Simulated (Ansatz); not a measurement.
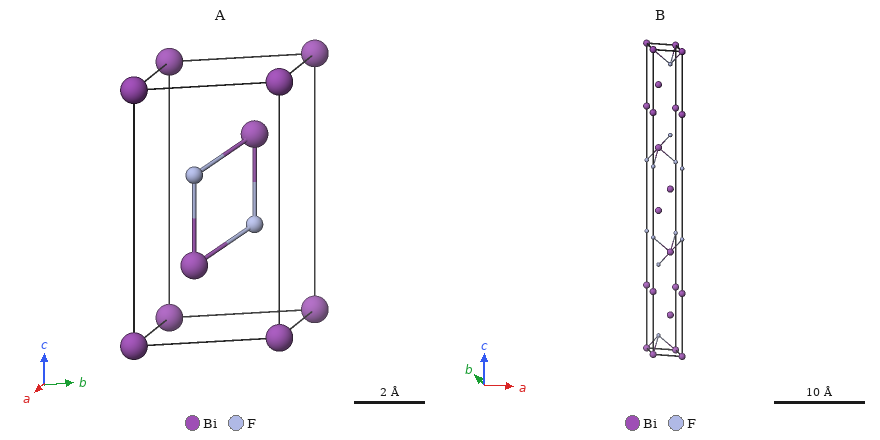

Two structures of Bi$_{3}$F$_{2}$, each relaxed to rest (conventional cells in solid outline, small ones repeated, not to one scale). Method: Ansatz 0.2.0, DFT PBE, scalar-relativistic, plane waves, PAW, without spin polarisation.

Which structures are these?

Answer. A: 5 atoms a cell on a primitive hexagonal lattice, P-3m1. B: 15 atoms a cell on a rhombohedral (trigonal R) lattice, R-3m.

Compare their energies: which is lower?

Answer. A is lower, by 49 meV/atom at this level of theory (energies at zero smearing). Volumes: A 24.5, B 23.5 Å³/atom.

One or both may be structure types tried for this composition rather than known phases.
